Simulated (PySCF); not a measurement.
## Electronic structure of C3H10O5Si2 in real space

The calculation's input:

```
{"job": {"kind": "nmr", "xc": "PBE0", "basis": "pcSseg-1"}, "charge": 0, "multiplicity": 1}
C      3.902457    -0.112390     0.162924
O      2.638526    -0.148142     0.758236
Si     1.193505    -0.469132     0.118332
O      1.049421     0.585800    -1.136354
C     -0.008698     0.750347    -1.975321
O     -1.160557     1.228775    -1.299959
C     -1.815587     0.311618    -0.592482
O     -1.542191    -0.858800    -0.575167
O     -2.804189     0.838763     0.069295
Si    -3.729257    -0.155218     1.047980
H      4.223590    -1.120147    -0.111013
H      3.893523     0.512329    -0.731804
H      4.603066     0.302551     0.888746
H      0.381411    -0.135434     1.274847
H      1.079907    -1.824600    -0.411320
H      0.233779     1.528194    -2.706969
H     -0.266496    -0.193963    -2.477950
H     -4.622103     0.881778     1.544556
H     -4.386222    -1.151772     0.210057
H     -2.869033    -0.759879     2.056306
```

Launched as:

```sh
OMP_NUM_THREADS=1 python probes_run.py task.json out
```

Geometry: GFN2-xTB.

Level of theory: PBE0/pcSseg-1, SCF density, gas phase, non-relativistic in PySCF.

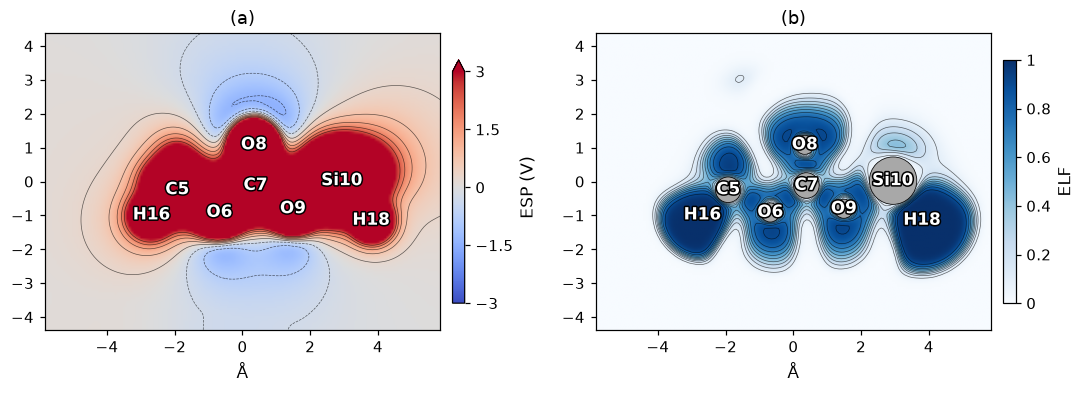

Figure 1. (a) molecular electrostatic potential; (b) ELF on the plane of atoms O9, Si10 and H18. Grey discs cover the atomic cores in the ELF map.

Read the bonding off the picture.

Answer. The plane passes through C, O, Si and H nuclei.
C–O (1.20 Å): the ELF peaks at about 0.85 between the atoms (a short, multiple covalent bond).
C–H (1.10 Å): the ELF climbs to about 1 towards the hydrogen, as it does in any bond to H; an ordinary covalent bond to hydrogen.
C–O (1.30 Å): the ELF peaks at about 0.90 between the atoms, as expected for a polar covalent bond.
C–O (1.33 Å): the ELF peaks at about 0.90 between the atoms, as expected for a shared but strongly polarised pair.
Si–O (1.67 Å): the ELF peaks at about 0.90 between the atoms: a shared but strongly polarised pair.
The ELF also peaks beside O6, O9 and O8, away from the bonds: lone-pair regions.
Outside the dense part of the molecule the potential is most negative (−1.5 V) near O8.

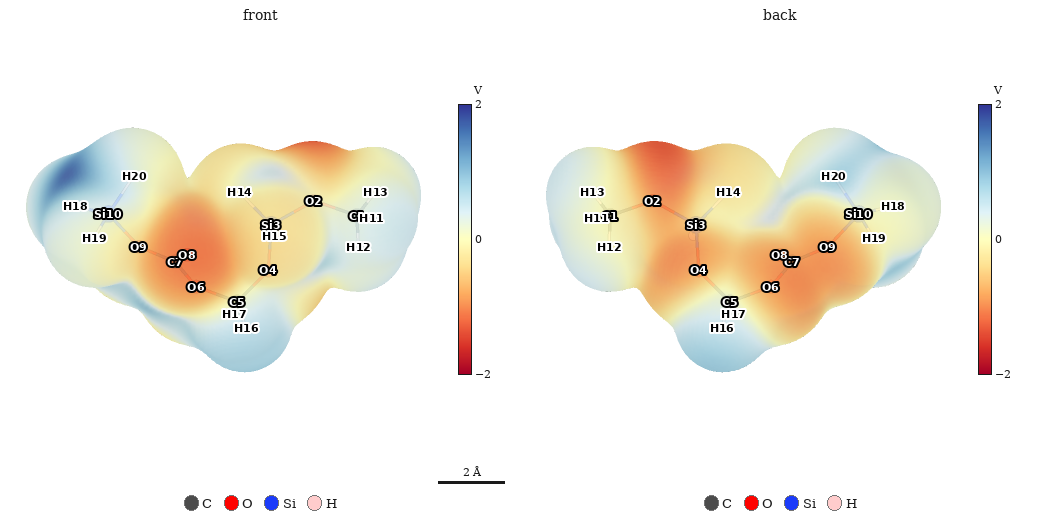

Figure 2. The molecular electrostatic potential painted on the density surface at 0.001 e/bohr³, seen from the front and from behind; the colour scale runs from red (negative) to blue (positive).

Describe the electrostatic potential map.

Answer. The most negative region (about −1.3 V, or −30 kcal/mol for a unit charge) lies over O2, the most positive (about +1.5 V, or +35 kcal/mol for a unit charge) over Si10. O2 is the likeliest acceptor of a hydrogen bond.
